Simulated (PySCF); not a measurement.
**[VS2]-: relaxation and vibrations of the triplet**

Where does triplet [VS2]- go from a PBE minimum start, is the end point a minimum, and what are its modes, charges and moments?

The runs use PySCF 2.14.0; PBE, basis V def2-SVPD, S def2-SVPD, no relativity, density fitting.

## Step 1: Where the work starts

3 atoms, charge -1, spin multiplicity 3.

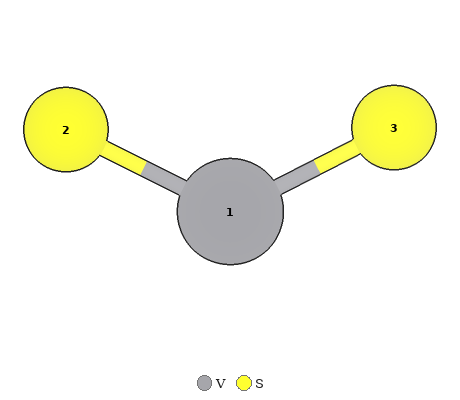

As it starts; vanadium grey, sulfur yellow; atoms are numbered from 1 in the order of the file.

```xyz
3
charge -1 multiplicity 3
V     0.0000    0.0000   -0.5310
S     1.8838    0.0000    0.4221
S    -1.8838    0.0000    0.4221
```

## Step 2: The SCF at the typed geometry

The steps below are one call of a driver around PySCF. For each, scf.py gives the equivalent set-up of the SCF; relaxations use the driver's own optimiser. After this first run the driver tries any further starts and a stability analysis.

The input, scf.py:

```python
from pyscf import gto, scf, dft
mol = gto.M(atom='''
V      0.000000     0.000000    -0.530966
S      1.883808    -0.000000     0.422057
S     -1.883808     0.000000     0.422057''',
    basis={'V': 'def2-SVPD', 'S': 'def2-SVPD'},
    charge=-1, spin=2)
mf = dft.UKS(mol, xc='PBE')
mf.grids.atom_grid = (50, 194)
aux = {'V': 'def2-universal-JKFIT', 'S': 'def2-universal-JKFIT'}
mf = mf.density_fit(auxbasis=aux)
mf.conv_tol = 1e-08
mf.diis_space = 10
mf.max_cycle = 60
mf.init_guess = 'minao'
mf.verbose = 4
mf.kernel()
```

Run with:

```
$ OMP_NUM_THREADS=2 python axn.py task.json out
```

The program printed:

```text
init E= -1739.50600199967
[... the frontier-level lines of each cycle are left out ...]
cycle= 1 E= -1738.0389696  delta_E= 1.47  |g|= 2.01  |ddm|= 2.46
cycle= 2 E= -1731.40615052941  delta_E= 6.63  |g|= 3.65  |ddm|= 40.5
cycle= 3 E= -1738.8277344138  delta_E= -7.42  |g|= 1.04  |ddm|=   40
cycle= 4 E= -1732.49203494513  delta_E= 6.34  |g|= 4.18  |ddm|= 3.27
cycle= 5 E= -1732.53394349414  delta_E= -0.0419  |g|= 4.17  |ddm|= 0.0101
cycle= 6 E= -1732.99016490045  delta_E= -0.456  |g|= 4.07  |ddm|= 0.0882
cycle= 7 E= -1732.59140390605  delta_E= 0.399  |g|= 4.17  |ddm|= 0.196
cycle= 8 E= -1732.00467106808  delta_E= 0.587  |g|= 4.28  |ddm|= 0.107
cycle= 9 E= -1733.28394569807  delta_E= -1.28  |g|= 4.01  |ddm|= 0.249
cycle= 10 E= -1733.76261282779  delta_E= -0.479  |g|= 3.89  |ddm|= 0.0992
cycle= 11 E= -1736.11210808734  delta_E= -2.35  |g|= 3.14  |ddm|= 1.14
cycle= 12 E= -1733.05249318594  delta_E= 3.06  |g|= 4.07  |ddm|= 1.15
cycle= 13 E= -1731.54906179836  delta_E=  1.5  |g|= 4.34  |ddm|= 0.301
cycle= 14 E= -1735.00180322675  delta_E= -3.45  |g|= 2.09  |ddm|= 30.8
cycle= 15 E= -1729.25464520122  delta_E= 5.75  |g|= 4.54  |ddm|= 30.8
cycle= 16 E= -1729.89012775509  delta_E= -0.635  |g|= 4.49  |ddm|= 0.754
cycle= 17 E= -1729.46524858699  delta_E= 0.425  |g|= 4.54  |ddm|= 0.481
cycle= 18 E= -1729.23500880394  delta_E= 0.23  |g|= 4.57  |ddm|= 0.504
cycle= 19 E= -1731.40869274039  delta_E= -2.17  |g|= 4.24  |ddm|= 0.86
cycle= 20 E= -1723.1635613855  delta_E= 8.25  |g|= 4.94  |ddm|= 2.42
cycle= 21 E= -1725.01114920371  delta_E= -1.85  |g|= 4.83  |ddm|= 0.876
cycle= 22 E= -1723.75082541118  delta_E= 1.26  |g|= 4.86  |ddm|= 0.383
cycle= 23 E= -1725.25168069511  delta_E= -1.5  |g|= 4.76  |ddm|= 0.886
cycle= 24 E= -1725.19612196553  delta_E= 0.0556  |g|= 4.78  |ddm|= 0.215
cycle= 25 E= -1684.37865914172  delta_E= 40.8  |g|= 6.51  |ddm|=   26
cycle= 26 E= -1736.50647828663  delta_E= -52.1  |g|= 1.69  |ddm|= 23.5
cycle= 27 E= -1722.94817151871  delta_E= 13.6  |g|= 4.86  |ddm|= 8.67
cycle= 28 E= -1722.7857030867  delta_E= 0.162  |g|= 4.87  |ddm|= 0.144
cycle= 29 E= -1722.92829281993  delta_E= -0.143  |g|= 4.85  |ddm|= 0.283
cycle= 30 E= -1721.06219975099  delta_E= 1.87  |g|= 4.92  |ddm|= 0.887
cycle= 31 E= -1720.88613624645  delta_E= 0.176  |g|= 4.95  |ddm|= 0.346
cycle= 32 E= -1720.80009189901  delta_E= 0.086  |g|= 4.95  |ddm|= 0.154
cycle= 33 E= -1720.68163524417  delta_E= 0.118  |g|= 4.92  |ddm|= 0.23
cycle= 34 E= -1721.17927446524  delta_E= -0.498  |g|= 4.92  |ddm|= 0.26
cycle= 35 E= -1719.82538574257  delta_E= 1.35  |g|= 4.99  |ddm|=  1.6
cycle= 36 E= -1720.22815907331  delta_E= -0.403  |g|= 4.98  |ddm|= 0.381
cycle= 37 E= -1665.72638100076  delta_E= 54.5  |g|= 5.09  |ddm|= 58.3
cycle= 38 E= -1718.88379578894  delta_E= -53.2  |g|= 4.91  |ddm|= 58.3
cycle= 39 E= -1721.34488761019  delta_E= -2.46  |g|= 4.84  |ddm|= 2.67
cycle= 40 E= -1720.56942073336  delta_E= 0.775  |g|= 4.84  |ddm|= 0.287
cycle= 41 E= -1719.6169202658  delta_E= 0.953  |g|= 4.88  |ddm|= 0.892
cycle= 42 E= -1719.64936593677  delta_E= -0.0324  |g|= 4.88  |ddm|= 0.0645
cycle= 43 E= -1718.30376571435  delta_E= 1.35  |g|= 4.78  |ddm|= 0.686
cycle= 44 E= -1719.84839446626  delta_E= -1.54  |g|= 4.81  |ddm|=  1.3
cycle= 45 E= -1719.80245847761  delta_E= 0.0459  |g|= 4.83  |ddm|= 0.246
cycle= 46 E= -1720.07366381706  delta_E= -0.271  |g|= 4.93  |ddm|= 1.33
cycle= 47 E= -1718.28718535425  delta_E= 1.79  |g|= 5.01  |ddm|= 1.42
cycle= 48 E= -1637.58307134355  delta_E= 80.7  |g|= 6.07  |ddm|= 67.4
cycle= 49 E= -1711.65075392764  delta_E= -74.1  |g|= 4.95  |ddm|= 68.1
cycle= 50 E= -1724.63283077373  delta_E=  -13  |g|=  4.2  |ddm|= 8.46
cycle= 51 E= -1739.35763917109  delta_E= -14.7  |g|= 0.521  |ddm|= 3.71
cycle= 52 E= -1738.78238390436  delta_E= 0.575  |g|= 1.05  |ddm|=  3.1
cycle= 53 E= -1739.25815211169  delta_E= -0.476  |g|= 0.923  |ddm|= 3.01
cycle= 54 E= -1739.47592913825  delta_E= -0.218  |g|= 0.536  |ddm|= 0.333
cycle= 55 E= -1739.58996877995  delta_E= -0.114  |g|= 0.143  |ddm|= 0.267
cycle= 56 E= -1739.59857416006  delta_E= -0.00861  |g|= 0.0582  |ddm|= 0.321
cycle= 57 E= -1739.60083664132  delta_E= -0.00226  |g|= 0.0183  |ddm|= 0.126
cycle= 58 E= -1739.60102472523  delta_E= -0.000188  |g|= 0.00522  |ddm|= 0.02
cycle= 59 E= -1739.60104424249  delta_E= -1.95e-05  |g|= 0.00167  |ddm|= 0.00974
cycle= 60 E= -1739.60104834964  delta_E= -4.11e-06  |g|= 0.000851  |ddm|= 0.00578
SCF not converged.
init E= -1739.50600199967
cycle= 1 E= -1738.0389696  delta_E= 1.47  |g|= 2.01  |ddm|= 2.46
cycle= 2 E= -1731.40615052941  delta_E= 6.63  |g|= 3.65  |ddm|= 40.5
cycle= 3 E= -1737.61039719278  delta_E= -6.2  |g|= 1.35  |ddm|=   39
cycle= 4 E= -1739.55562085399  delta_E= -1.95  |g|= 0.28  |ddm|= 4.06
cycle= 5 E= -1739.18547666259  delta_E= 0.37  |g|= 0.989  |ddm|= 1.06
cycle= 6 E= -1739.58042207749  delta_E= -0.395  |g|= 0.192  |ddm|= 0.515
cycle= 7 E= -1739.59498951587  delta_E= -0.0146  |g|= 0.102  |ddm|= 0.395
cycle= 8 E= -1739.59322913057  delta_E= 0.00176  |g|= 0.126  |ddm|= 0.303
cycle= 9 E= -1739.60008340065  delta_E= -0.00685  |g|= 0.0407  |ddm|= 0.139
cycle= 10 E= -1739.6001151654  delta_E= -3.18e-05  |g|= 0.0391  |ddm|= 0.106
cycle= 11 E= -1739.60083405459  delta_E= -0.000719  |g|= 0.0202  |ddm|= 0.0791
cycle= 12 E= -1739.5984003286  delta_E= 0.00243  |g|= 0.0708  |ddm|= 0.114
cycle= 13 E= -1739.60074883307  delta_E= -0.00235  |g|= 0.0241  |ddm|= 0.0585
cycle= 14 E= -1739.60104087643  delta_E= -0.000292  |g|= 0.00362  |ddm|= 0.0283
cycle= 15 E= -1739.6009287176  delta_E= 0.000112  |g|= 0.0151  |ddm|= 0.015
cycle= 16 E= -1739.60104071908  delta_E= -0.000112  |g|= 0.00375  |ddm|= 0.00939
cycle= 17 E= -1739.6010489342  delta_E= -8.22e-06  |g|= 0.000547  |ddm|= 0.00452
cycle= 18 E= -1739.60103690794  delta_E= 1.2e-05  |g|= 0.00491  |ddm|= 0.00485
cycle= 19 E= -1739.60104689732  delta_E= -9.99e-06  |g|= 0.0021  |ddm|= 0.00267
cycle= 20 E= -1739.60104894474  delta_E= -2.05e-06  |g|= 0.000587  |ddm|= 0.00141
SCF not converged.
init E= -1739.60104894474
cycle= 1 E= -1739.60104484096  delta_E= 4.1e-06  |g|= 0.00298  |ddm|= 0.00261
cycle= 2 E= -1739.60093793362  delta_E= 0.000107  |g|= 0.0151  |ddm|= 0.0133
cycle= 3 E= -1739.60103269436  delta_E= -9.48e-05  |g|= 0.00559  |ddm|= 0.00682
cycle= 4 E= -1739.60104607362  delta_E= -1.34e-05  |g|= 0.00236  |ddm|= 0.00264
cycle= 5 E= -1739.60104848932  delta_E= -2.42e-06  |g|= 0.00105  |ddm|= 0.00128
cycle= 6 E= -1739.60104898248  delta_E= -4.93e-07  |g|= 0.000469  |ddm|= 0.00065
cycle= 7 E= -1739.60104909059  delta_E= -1.08e-07  |g|= 0.000197  |ddm|= 0.000373
cycle= 8 E= -1739.60104911518  delta_E= -2.46e-08  |g|= 7.13e-05  |ddm|= 0.000242
cycle= 9 E= -1739.6010491204  delta_E= -5.22e-09  |g|= 4.95e-05  |ddm|= 0.000181
Extra cycle  E= -1739.60104896611  delta_E= 1.54e-07  |g|= 0.000564  |ddm|= 0.00116
SCF not converged.
macro= 0  E= -1739.6010491273  delta_E= -1.61194e-07  |g|= 0.000563648  1 KF 3 JK
macro= 1  E= -1739.6010491273  delta_E= -1.59162e-12  |g|= 2.68295e-05  1 KF 2 JK
macro X = 2  E=-1739.6010491273  |g|= 2.68295e-05  total 3 KF 8 JK
converged SCF energy = -1739.6010491273  <S^2> = 2.076737  2S+1 = 3.0507291
```

This step, with its further starts and checks, ran for 49 s (2 threads of Arm Neoverse N1, shared host).

The starts that the driver tried:

```tsv
start	energy (Eh)
the minimal-basis guess	-1739.601049
a thermally smeared density	-1739.601049
a smeared PBE density	-1739.601049
```

Where DIIS stalls, the driver goes on with a level shift of 0.3 Eh and then with a second-order solver.

No lower solution of this spin turned up from the other starts or in the test of internal stability.

## Step 3: PBE minimum start, triplet: relaxation

The program finds C2v symmetry in the start, which this walk keeps. The walk stops when the largest gradient is under 0.0003 Eh/bohr and the energy has settled too.

scf.py, as its differences from that of step 2:

```diff
@@ -3,3 +3,3 @@
-V      0.000000     0.000000    -0.530966
-S      1.883808    -0.000000     0.422057
-S     -1.883808     0.000000     0.422057''',
+V      0.000000     0.000000    -0.530431
+S      1.883808     0.000000     0.422592
+S     -1.883808     0.000000     0.422592''',
@@ -15 +14,0 @@
-mf.init_guess = 'minao'
```

Energy and gradient, step by step:

```tsv
step	energy (Eh)	change (kJ/mol)	largest symmetric gradient (Eh/bohr)
0	-1739.601049	0.00	0.00026
```

The walk took 1.6 s.

Positions (Å) and forces (eV/Å) along the way:

```
step 0
V    0.000   0.000  -0.530   0.000   0.000   0.013
S    1.884   0.000   0.423  -0.001   0.000  -0.007
S   -1.884   0.000   0.423   0.001   0.000  -0.007
```

After 0 steps and 0.0 kJ/mol it ends at C2v: V–S 2.111 Å (×2); S–V–S 126.3°.

## Step 4: Is it a minimum? Harmonic modes

The point is checked on the finer grid, and tightened if its gradient asks for it. The Hessian and the dipole derivatives come from central differences of analytic gradients, with steps of 0.02 bohr.

scf.py, as its differences from that of step 3:

```diff
@@ -3,3 +3,3 @@
-V      0.000000     0.000000    -0.530431
-S      1.883808     0.000000     0.422592
-S     -1.883808     0.000000     0.422592''',
+V      0.000000     0.000000    -0.530389
+S      1.883699     0.000000     0.422570
+S     -1.883699     0.000000     0.422570''',
@@ -9 +9 @@
-mf.grids.atom_grid = (50, 194)
+mf.grids.atom_grid = (75, 302)
@@ -12 +12 @@
-mf.conv_tol = 1e-08
+mf.conv_tol = 1e-10
```

This SCF starts from the last density.

Log of the central SCF (cycles and frontier levels):

```text
init E= -1739.60092635482
[... the frontier-level lines of each cycle are left out ...]
cycle= 1 E= -1739.60092633865  delta_E= 1.62e-08  |g|= 0.000179  |ddm|= 0.000199
cycle= 2 E= -1739.60092474304  delta_E= 1.6e-06  |g|= 0.00178  |ddm|= 0.00189
cycle= 3 E= -1739.60092635492  delta_E= -1.61e-06  |g|= 9.82e-06  |ddm|= 0.0017
cycle= 4 E= -1739.600926355  delta_E= -7.91e-11  |g|= 3.1e-06  |ddm|= 1.74e-05
Extra cycle  E= -1739.60092635488  delta_E= 1.17e-10  |g|= 1.22e-05  |ddm|= 2.24e-05
converged SCF energy = -1739.60092635488  <S^2> = 2.0767219  2S+1 = 3.0507192
```

The whole step took 43 s.

Geometry: C2v; V–S 2.111 Å (×2); S–V–S 126.3°.

Harmonic modes (main isotopes):

| symmetry | ω (cm⁻¹) | IR (km/mol) |
| --- | --- | --- |
| a1 | 123 | 0.6 |
| a1 | 459 | 26.3 |
| b2 | 532 | 191 |

No imaginary mode, so this is a minimum.

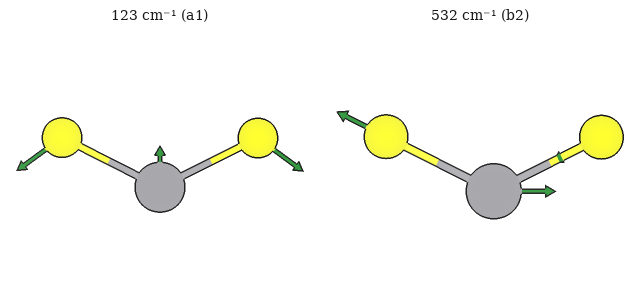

How the atoms move in 2 of the modes.

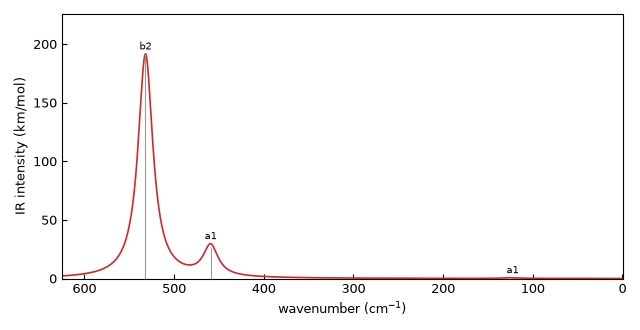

The harmonic infrared spectrum (widths in cm⁻¹). Lines are broadened to a width of 20 cm⁻¹ (Lorentzian).

Constants and moments:

```
Dipole moment about the centre of mass                          : 2.97 D
Highest occupied level                                          : -0.13 eV
Lowest empty level                                              : 0.45 eV
Rotational constants                                            : 0.6547, 0.0743, 0.06672 cm⁻¹
Zero-point energy                                               : 6.7 kJ/mol
Principal polarisabilities                                      : 119.1, 128.7, 168.2 bohr³
Principal traceless quadrupole moments about the centre of mass : -20.67, 8.67, 12.00 D Å
Entropy at 298.15 K and 1 bar (electronic part: spin only)      : 297.4 J/(mol K)
Heat capacity Cp at 298.15 K                                    : 51.9 J/(mol K)
Enthalpy at 298.15 K above 0 K                                  : 12.93 kJ/mol
Rotational symmetry number                                      : 2
Spin squared ⟨S²⟩                                               : 2.077
```

Charges (e) and bond orders:

```
atom  Mulliken  Löwdin  polar tensor  spin (Mulliken)  Mayer order to V1
  V1      0.40    0.16          0.77             2.67                  –
S2,3     -0.70   -0.58         -0.89            -0.34               1.66
```

Mulliken populations on V1: s 6.74, p 12.37, d 3.49, f 0.01.

## Step 5: What came out

| quantity | value |
| --- | --- |
| minimum | triplet, C2v |
| geometry | V–S 2.111 Å (×2); S–V–S 126.3° |
| wavenumbers (cm⁻¹) | 123 (a1), 459 (a1), 532 (b2) |
| dipole moment (centre of mass) | 2.97 D |
| highest occupied, lowest empty level (either spin) | -0.13, 0.45 eV |
| polar-tensor charge of V1 | +0.77 e |
| zero-point energy | 6.7 kJ/mol |
| entropy at 298.15 K | 297.4 J/(mol K) |
| ⟨S²⟩ | 2.077 |

The molecule stays C2v, as typed, and the end point is a minimum. The strongest infrared band lies at 532 cm⁻¹ (b2, stretch). Most of the spin sits on V1 (Mulliken spin 2.67, against 2 for the whole molecule). Only this shape and spin were tried, so other structures or states may lie lower. One determinant may miss the lowest occupation of an open d or f shell.

The search up to here took 94 s.
